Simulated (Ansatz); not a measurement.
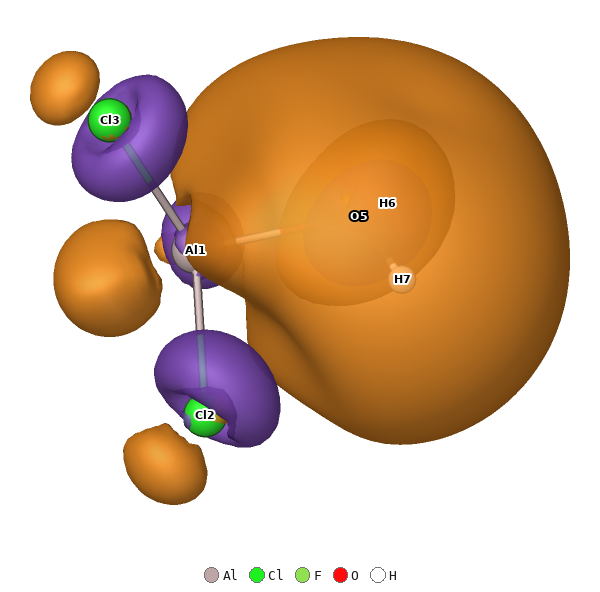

The picture shows: AlCl₂FH₂O. The LUMO at ±0.06 Å⁻³ᐟ² (orange and purple are the two phases), seen at a tilt.

Level of theory: Ansatz, RKS PBE0/def2-SVP.

| atom | x (Å) | y (Å) | z (Å) |
| --- | --- | --- | --- |
| Al | 0.2059 | -0.0833 | 0.2077 |
| Cl | 0.1157 | 0.6112 | 2.2044 |
| Cl | 1.8975 | 0.3808 | -0.9393 |
| F | -1.2504 | -0.2303 | -0.6047 |
| O | 0.2865 | -1.9927 | 0.6303 |
| H | -0.4853 | -2.4315 | 0.2383 |
| H | 0.2526 | -2.1363 | 1.5892 |

Describe this orbital and give its energy.

By Hirshfeld shares it lies mainly on H6 (about 25 %), H7 (about 25 %), O5 (about 20 %) and Al1 (about 20 %). Its energy is −0.42 eV.
